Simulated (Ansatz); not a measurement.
SiF₄···HCl

```json
{"atom": "Si", "x (Å)": "-0.5581", "y (Å)": "-0.8517", "z (Å)": "-0.1101"}
{"atom": "F", "x (Å)": "0.9856", "y (Å)": "-0.7383", "z (Å)": "-0.3471"}
{"atom": "F", "x (Å)": "-0.9978", "y (Å)": "-2.3251", "z (Å)": "-0.3913"}
{"atom": "F", "x (Å)": "-1.3152", "y (Å)": "0.1018", "z (Å)": "-1.0858"}
{"atom": "F", "x (Å)": "-0.8946", "y (Å)": "-0.4925", "z (Å)": "1.3705"}
{"atom": "H", "x (Å)": "1.9070", "y (Å)": "1.8173", "z (Å)": "0.1094"}
{"atom": "Cl", "x (Å)": "0.8732", "y (Å)": "2.4884", "z (Å)": "0.4545"}
```

The reactant side of a reaction path; geometry: PBE0-D4/def2-TZVP.

Theory: Ansatz, RKS PBE0-D4/def2-TZVPP.

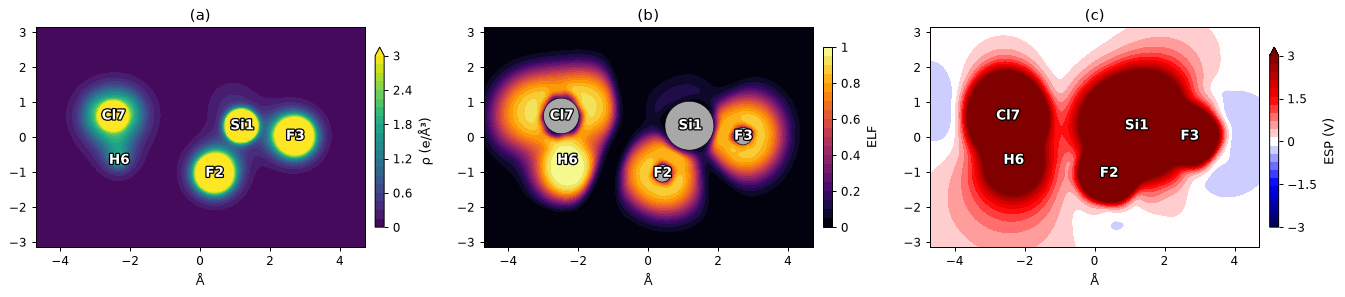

Figure 1. (a) electron density; (b) electron localisation function; (c) molecular electrostatic potential on the plane of atoms F2, Si1 and F3. Grey discs cover the atomic cores in the ELF map.

### What does the map show?

- The section cuts through Si, F, H and Cl sites.
- Si1···Cl7 (3.68 Å): the density falls to about 0.03 e/Å³ on the way; the ELF dips to about 0 between them; a weak contact between the two molecules.
- Si–F (1.57 Å): the density is about 1.3 e/Å³ at the midpoint; the ELF peaks at about 0.85 in the valence shell of F, 0.6 Å from its nucleus, and is about 0.40 at the midpoint.
- Cl–H (1.28 Å): ρ is about 2 e/Å³ halfway; the ELF climbs to about 1 towards the hydrogen, as it does in any bond to H.
- The ELF also peaks beside F2, F3 and Cl7, away from the bonds: lone-pair regions.
- Outside the dense part of the complex the potential is most negative (−0.4 V) near F3.

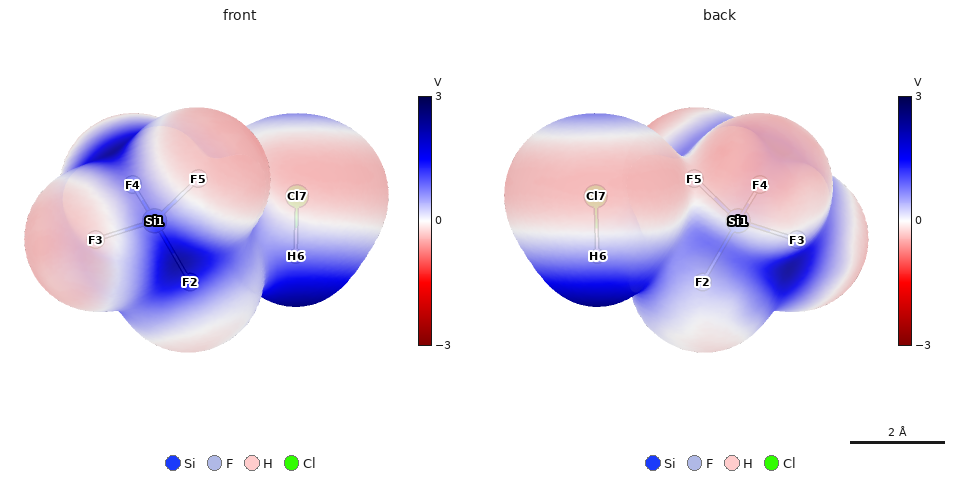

Figure 2. The electrostatic potential painted on the density surface at 0.002 e/bohr³, seen from the front and from behind; red is negative and blue positive.

### Where is the surface potential most negative and most positive?

The most negative region (about −0.5 V, or −12 kcal/mol for a unit charge) lies over F4 and F5, the most positive (about +2.4 V, or +55 kcal/mol for a unit charge) over H6. Cl7 shows a σ-hole: about +0.6 V, or +14 kcal/mol for a unit charge at the tip opposite its bond, against about −0.3 V, or −7 kcal/mol for a unit charge on its flanks.

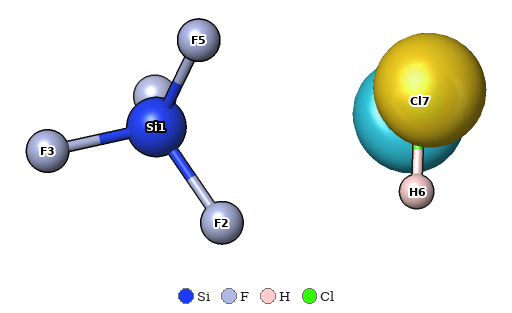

Figure 3. The HOMO at ±0.3 Å⁻³ᐟ² (yellow and cyan are the two phases), seen at a tilt.

### Where does this orbital lie, and at what energy?

Its weight (Hirshfeld) is mainly on Cl7 (about 95 %); largely a lone pair of Cl7. Its energy is −9.59 eV.
